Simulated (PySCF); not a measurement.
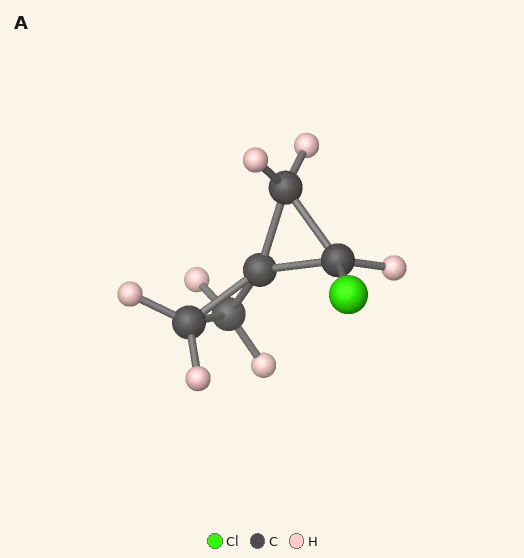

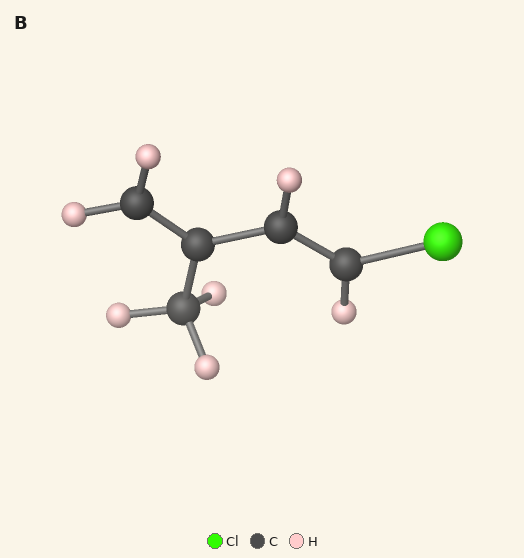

2 stationary structures of one formula. Geometries: PBE0-D3(BJ)/def2-SVP. Electronic energies: PBE0-D3(BJ)/def2-SVP (PySCF 2.14.0), without zero-point energy. No frequency run is at hand to confirm each as a minimum. Each is one conformer, not always the lowest.

Are they conformers, stereoisomers or constitutional isomers?

Answer. They are constitutional isomers of C5H7Cl: A `Cl[C@@H]1CC12CC2`, B `C=C(C)/C=C/Cl`.

Which structure is the most stable?

Answer. B is lowest; A lies 0.638 eV above it.
